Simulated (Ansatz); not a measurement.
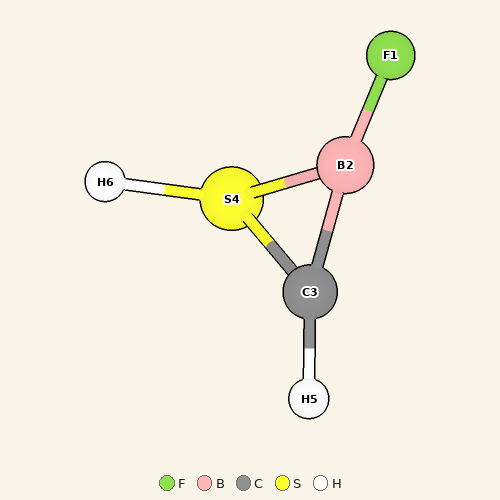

The system is CH₂BFS (SMILES FB=CS) with the probe H; the picture shows it without the atoms that are moved over the map. 
- The probe is moved over a plane parallel to the molecule's main plane, 3.02 Å above it.
- The first coordinate is: x of the probe's H atom; the second: y of the probe's H atom.
- Nothing is relaxed (molecule and probe rigid).
- Grid: 15 × 15 points.
- All energies are given in kcal/mol relative to the lowest grid point.
- Level of theory: Ansatz 0.2.0, UKS CAM-B3LYP-D4/def2-SVPD.

Range: x of the probe's H atom from −3.15 to 3.15 Å; y of the probe's H atom from −3.15 to 3.15 Å.

What landscape does the calculation give?

Answer. The lowest grid point is at x of the probe's H atom = −1.80 Å, y of the probe's H atom = 1.35 Å [nearest 1 H at 1.74 Å]. The bottom of the well lies between grid points, at about x of the probe's H atom = −1.72 Å, y of the probe's H atom = 1.13 Å, about 0.05 kcal/mol lower on the interpolated surface. There is a further well near x of the probe's H atom = −0.45 Å, y of the probe's H atom = −0.45 Å [nearest 1 H at 2.54 Å] (0.29 kcal/mol above the lowest at that grid point). The highest grid point, x of the probe's H atom = 3.15 Å, y of the probe's H atom = −3.15 Å, lies 1.39 kcal/mol above the lowest. On the interpolated surface the easiest way out of the lowest well to the well at x of the probe's H atom = −0.45 Å, y of the probe's H atom = −0.45 Å [nearest 1 H at 2.54 Å] passes a barrier of about 0.49 kcal/mol, counted from the interpolated bottom of the well. Near the minimum the well is nearly round, with a curvature of about 0.087 eV/Å².

```csv
"y of the probe's H atom ↓, x of the probe's H atom →",−3.15,−2.70,−2.25,−1.80,−1.35,−0.90,−0.45,0.00,0.45,0.90,1.35,1.80,2.25,2.70,3.15
3.15,1.13,1.05,0.98,0.95,0.95,0.99,1.04,1.10,1.16,1.21,1.26,1.30,1.34,1.37,1.39
2.70,1.02,0.90,0.82,0.78,0.79,0.84,0.90,0.96,1.04,1.11,1.18,1.24,1.28,1.32,1.36
2.25,0.90,0.76,0.64,0.57,0.61,0.69,0.77,0.83,0.91,1.00,1.08,1.16,1.22,1.28,1.33
1.80,0.82,0.63,0.42,0.29,0.35,0.54,0.66,0.72,0.78,0.88,0.98,1.08,1.16,1.23,1.29
1.35,0.76,0.54,0.23,0.00,0.11,0.40,0.58,0.62,0.67,0.77,0.89,1.01,1.11,1.19,1.25
0.90,0.76,0.54,0.24,0.01,0.11,0.39,0.52,0.53,0.56,0.68,0.82,0.95,1.06,1.15,1.23
0.45,0.79,0.63,0.44,0.30,0.34,0.45,0.46,0.43,0.47,0.61,0.77,0.92,1.03,1.13,1.21
0.00,0.84,0.71,0.59,0.50,0.46,0.42,0.36,0.33,0.41,0.57,0.74,0.90,1.02,1.12,1.20
−0.45,0.90,0.77,0.64,0.53,0.42,0.34,0.29,0.30,0.41,0.57,0.74,0.89,1.02,1.12,1.21
−0.90,0.98,0.84,0.70,0.55,0.42,0.34,0.32,0.37,0.48,0.63,0.78,0.91,1.04,1.14,1.23
−1.35,1.07,0.94,0.81,0.66,0.54,0.46,0.45,0.51,0.60,0.72,0.85,0.97,1.08,1.18,1.26
−1.80,1.16,1.05,0.94,0.82,0.72,0.65,0.63,0.67,0.74,0.84,0.94,1.05,1.15,1.23,1.29
−2.25,1.23,1.15,1.06,0.97,0.89,0.84,0.81,0.83,0.89,0.96,1.05,1.14,1.21,1.28,1.33
−2.70,1.29,1.23,1.16,1.10,1.04,1.00,0.98,0.99,1.03,1.09,1.15,1.22,1.28,1.32,1.36
−3.15,1.34,1.29,1.25,1.20,1.16,1.13,1.12,1.13,1.16,1.20,1.25,1.29,1.33,1.37,1.39
```

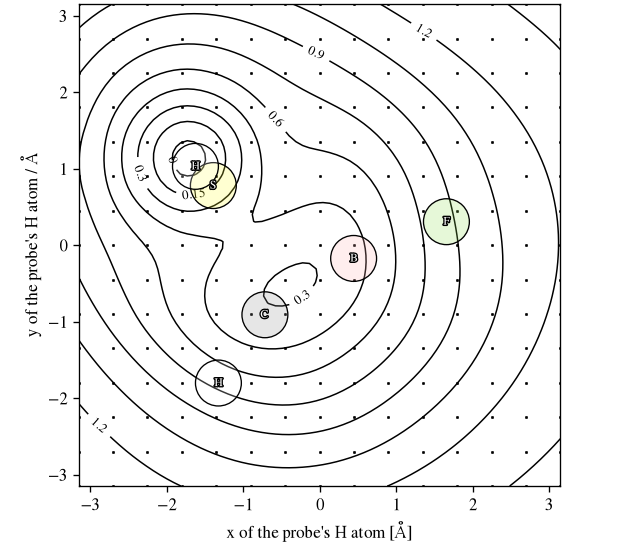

The picture shows contour lines labelled in kcal/mol, dots at the grid points, labelled circles for the molecule's atoms, projected on the plane. Between grid points the surface is interpolated.

Each point was launched as `ansatz run input.yaml --threads 1 --pin off --max-ram 2560MiB --backend cpu --events-out ev --progress --plain --runs-dir out`. The whole map (225 points run) took 32 min on 1 thread of Arm Neoverse V2, on a shared host.
